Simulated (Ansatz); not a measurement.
## Electronic structure of Cl₂F₂H₃NSi₂ (SMILES F[SiH2]N[Si](F)(Cl)Cl) in real space

```yaml
atoms:
  - { symbol: F, position_ang: [-1.3017, -2.0840, 0.8931] }
  - { symbol: Si, position_ang: [-0.4623, -0.7953, 1.3182] }
  - { symbol: N, position_ang: [0.5592, -0.2622, 0.0380] }
  - { symbol: Si, position_ang: [0.2326, 0.8469, -1.1997] }
  - { symbol: F, position_ang: [-1.3253, 1.1078, -1.1985] }
  - { symbol: Cl, position_ang: [1.1455, 2.6368, -0.9284] }
  - { symbol: Cl, position_ang: [0.7928, 0.1250, -3.0070] }
  - { symbol: H, position_ang: [0.3962, -1.2002, 2.4511] }
  - { symbol: H, position_ang: [-1.4236, 0.2751, 1.6421] }
  - { symbol: H, position_ang: [1.4696, -0.7008, -0.0059] }
```

Geometry: PBE0-D4/def2-TZVP.

Method: Ansatz, RKS PBE0-D4/def2-TZVPP.

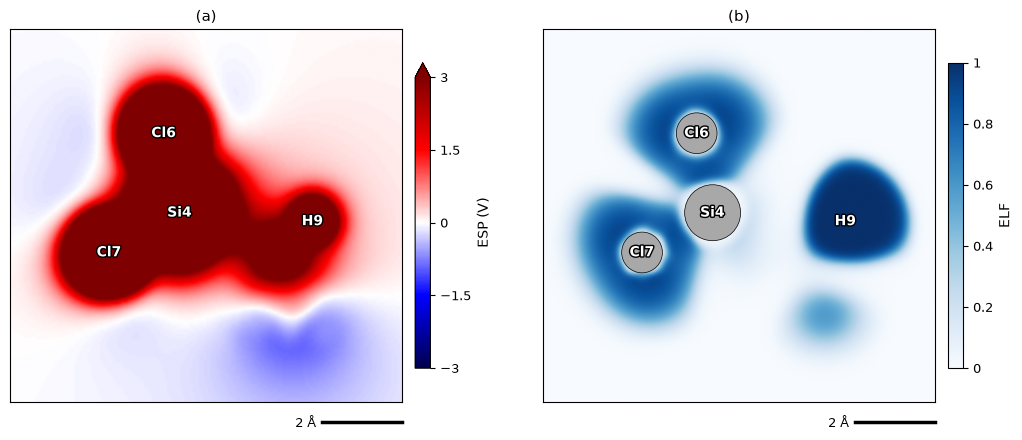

Figure 1. (a) molecular electrostatic potential; (b) ELF on the plane of atoms Cl6, Si4 and Cl7. Grey discs cover the atomic cores in the ELF map.

> Interpret the plot.

Atoms in the plane: Si, Cl and H.
Si–Cl (2.03 Å): the ELF peaks at about 0.90 between the atoms (a shared but strongly polarised pair).
The ELF also peaks beside Cl7 and Cl6, away from the bonds: lone-pair regions.
Outside the dense part of the molecule the potential is most negative (−0.9 V) near F1, which lies off the plane.

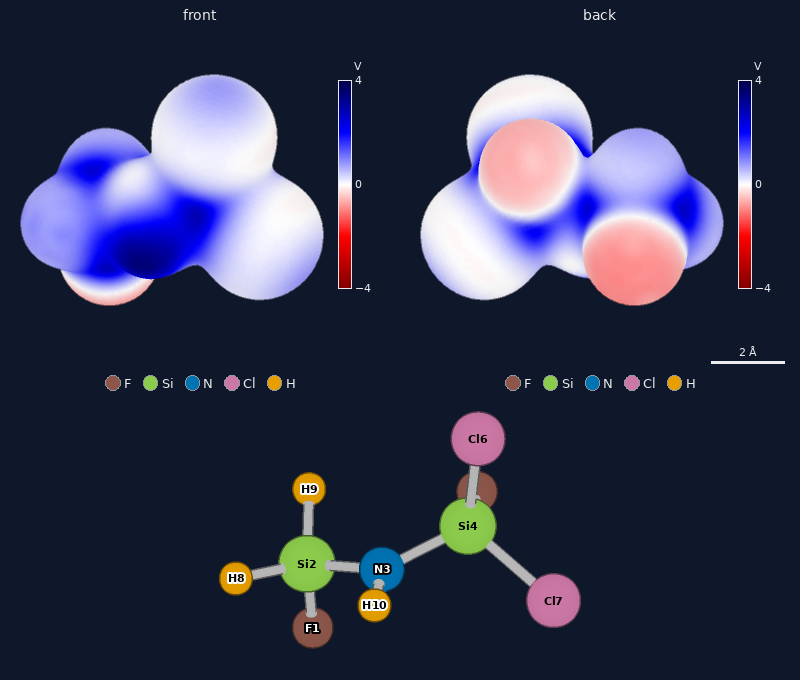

Figure 2. The electrostatic potential painted on the density surface at 0.004 e/bohr³, seen from the front and from behind; the colour scale runs from red (negative) to blue (positive). The bare structure is drawn below in the same view.

> Where is the surface potential most negative and most positive?

The most negative region (about −0.9 V) lies over F1, the most positive (about +3.3 V) over H10. Cl6 shows a σ-hole: about +0.7 V at the tip opposite its bond, against about 0.0 V on its flanks. Cl7 shows a σ-hole: about +0.8 V at the tip opposite its bond, against about +0.1 V on its flanks.

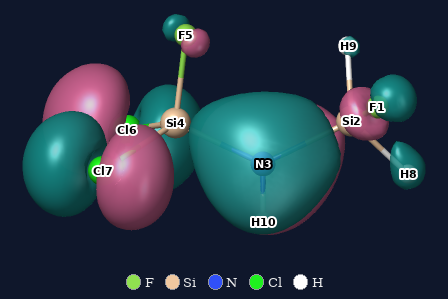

Figure 3. The HOMO at ±0.08 Å⁻³ᐟ² (teal and pink are the two phases), seen at an oblique angle.

> Describe this orbital and give its energy.

Its weight (Hirshfeld) is mainly on N3 (about 50 %), Cl6 (about 15 %) and Cl7 (about 15 %); largely a combination of lone pairs on N3, Cl6 and Cl7. Its energy is −8.89 eV.
